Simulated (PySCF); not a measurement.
Process, species as SMILES: ClCCl + 2 [H][H] (H2) → C (CH4) + 2 Cl (HCl)
B3LYP-D3(BJ)/def2-TZVP geometries, fixed; electronic energies without zero-point terms.
Largest species:
```
C
H 1 1.0832
H 1 1.0832 2 111.91
Cl 1 1.7804 2 108.02 3 118.77
Cl 1 1.7804 2 108.02 3 -118.77
```

Basis-set convergence of the energy of full hydrogenation at HF with PySCF. All functions are spherical. Density fitting with generated auxiliary sets. In sets without p functions on hydrogen, species with hydrogen take exact integrals. No added dispersion term, no relativity. Functions are those of the species that has most. Reference: the value in pcseg-3, -52.33 kcal/mol, itself unsure by roughly 0.07 kcal/mol (its mean distance from def2-QZVPP, cc-pV(Q+d)Z). Deviations are taken from unrounded values.

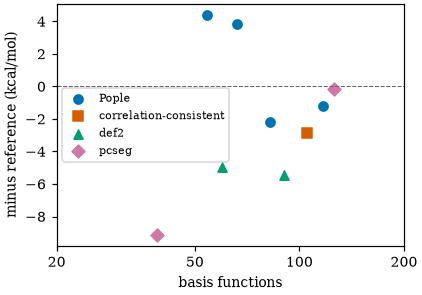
Figure: Deviation from the reference against the number of basis functions, by family of sets.

```tsv
basis	functions	energy of full hydrogenation (kcal/mol)	minus reference (kcal/mol)
pcseg-0	39	-61.44	-9.11
6-31G*	54	-47.95	4.39
def2-SVP	60	-57.26	-4.93
6-31+G*	66	-48.46	3.87
6-311G**	82	-54.55	-2.22
def2-SVPD	90	-57.76	-5.42
aug-cc-pV(D+d)Z	105	-55.22	-2.88
6-311++G(2d,2p)	117	-53.52	-1.19
pcseg-2	126	-52.48	-0.15
```
